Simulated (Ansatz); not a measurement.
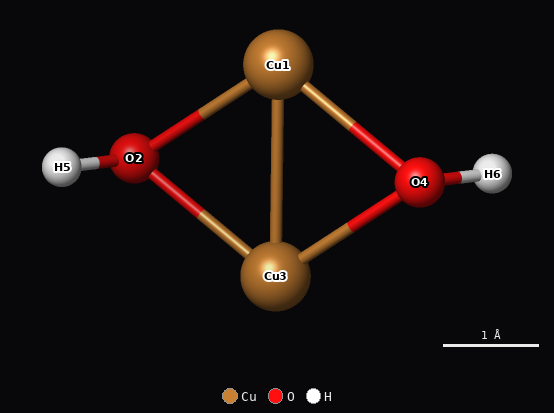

Figure 1. The structure as given in the input (ball-and-stick view, seen at a tilt; atoms are numbered from 1 in the order of the input). Sticks mark near contacts. Bond lengths as drawn: Cu–Cu 2.26 Å, Cu–O 1.99 Å and H–O 0.98 Å.

# Run report: Cu2H2O2, single-point calculation

Cu2H2O2 ((CuOH)2 ring), computed with RKS r2SCAN50/STO-3G (Ansatz 0.2.0).

The geometry comes from this level: PBE-D4/def2-SVP. Figures and captions count atoms from 1; the log counts them from 0 in places.

### Log
```
Functional definition: r2SCAN50
  name "r2SCAN50"
  cite "Bursch, Neugebauer, Ehlert & Grimme, J. Chem. Phys. 156, 134105 (2022) doi:10.1063/5.0086040"
  cite "Furness, Kaplan, Ning, Perdew & Sun, J. Phys. Chem. Lett. 11, 8208 (2020) doi:10.1021/acs.jpclett.0c02405"
  cite "Furness, Kaplan, Ning, Perdew & Sun, J. Phys. Chem. Lett. 11, 9248 (2020) doi:10.1021/acs.jpclett.0c03077"
  parent r2scan
  parameter a = 0.5
  parameter k0 = 0.174
  parameter k1 = 0.065
  parameter a1 = 4.9479
  exchange = (1 - a)*r2scan_x(k0 = k0, k1 = k1, a1 = a1) + a*exact_x
  correlation = r2scan_c
these checks for a lower state are left out or cut short: starts
489 factors; integrals over basis functions are off by at most 4.3e-4 eV
mean field evaluation 1: about -91130.7569 eV, gradient 3.6e2 eV
mean field evaluation 2: about -91514.7005 eV, gradient 2.3e2 eV
mean field evaluation 4: about -92314.5548 eV, gradient 2.9e1 eV
mean field evaluation 8: about -92318.4432 eV, gradient 3.7e0 eV
mean field evaluation 16: about -92318.6201 eV, gradient 2.1e-1 eV
mean field evaluation 32: about -92320.1631 eV, gradient 2.0e-5 eV
a density is far from that of the atoms, so the factors are made again for it
543 factors; integrals over basis functions are off by at most 3.0e-5 eV
mean field -92320.16378685 eV, -3392.7034423123 hartree, gradient 6.3e-6 eV, S^2 0.000000; 0 other end points of the search recorded, 0 dependent functions left out
the calculation of the forces begins
reference -92320.16379098 eV, -3392.7034424641 hartree; 38, 38 occupied and 10, 10 virtual orbitals, 543 factors
Total energy: -92320.16379098 eV, -3392.7034424641 hartree
Atom 0 at     0.879372    -0.143295     0.695393 Å, force    -0.235077     0.036799    -0.182603 eV/Å
Atom 1 at    -0.148784     1.544429     0.506024 Å, force     0.685393    -3.147721    -1.515374 eV/Å
Atom 2 at    -0.880547     0.142406    -0.693998 Å, force     0.231788    -0.038907     0.186239 eV/Å
Atom 3 at     0.149296    -1.544407    -0.506690 Å, force    -0.683643     3.150284     1.513717 eV/Å
Atom 4 at    -0.724283     1.729467     1.273196 Å, force    -0.564146     0.536431     0.824899 eV/Å
Atom 5 at     0.724955    -1.728610    -1.273924 Å, force     0.565686    -0.536886    -0.826879 eV/Å
Dipole moment:     0.001201     0.000638    -0.001422 e Å
Checks for a lower state left out: starts
```

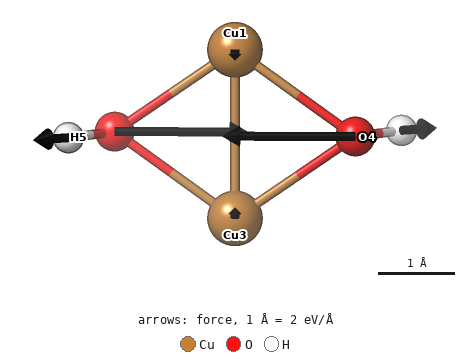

Figure 2. Forces on the atoms as black arrows (ball-and-stick view, seen on its broad side; atoms are numbered from 1 in the order of the input). The largest act on O2, O4 (3.56 eV/Å); H6 (1.14 eV/Å); H5 (1.13 eV/Å). The geometry is not a stationary point of this energy.

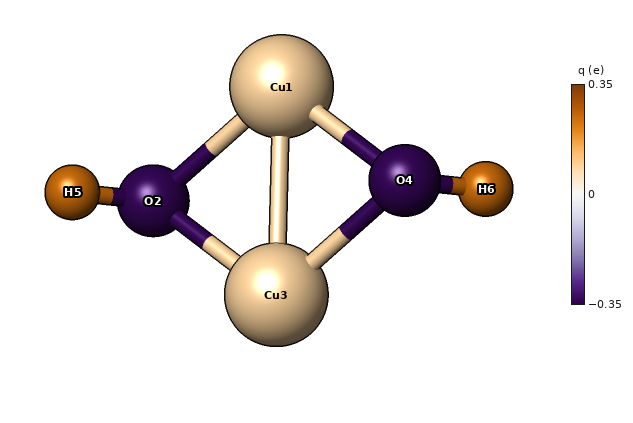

Figure 3. Mulliken charges, as the colour of each atom (ball-and-stick view, seen at a tilt; atoms are numbered from 1 in the order of the input). By element: Cu +0.09, O −0.34 and H +0.25 e.

The run was set up as follows.

### Input
```yaml
crystal:
  periodic: [false, false, false]
  atoms:
    - {symbol: Cu, position_ang: [0.879372, -0.143295, 0.695393]}
    - {symbol: O, position_ang: [-0.148784, 1.544429, 0.506024]}
    - {symbol: Cu, position_ang: [-0.880547, 0.142406, -0.693998]}
    - {symbol: O, position_ang: [0.149296, -1.544407, -0.506690]}
    - {symbol: H, position_ang: [-0.724283, 1.729467, 1.273196]}
    - {symbol: H, position_ang: [0.724955, -1.728610, -1.273924]}
basis:
  gaussian: {orbitals: STO-3G}
hamiltonian: {xc: {name: r2SCAN50}}
scf: {omitted_lower_state_checks: [starts]}
output: {forces: true}
```

Launch command:
```bash
ansatz run in.yaml --threads 2 --pin off --events-out ev --progress --plain --max-ram 4352MiB
```

### Results in brief

```csv
quantity,value
outcome,converged
total energy,−92320.1638 eV
SCF solution under orbital rotations,stable
largest force (length of the vector),3.561 eV/Å
dipole moment,0.01 D
hardware,"2 threads of Arm Neoverse V2, 23 GiB of memory available, shared host"
wall time,31 s (CPU time 60 s)
peak memory,0.36 GiB
```
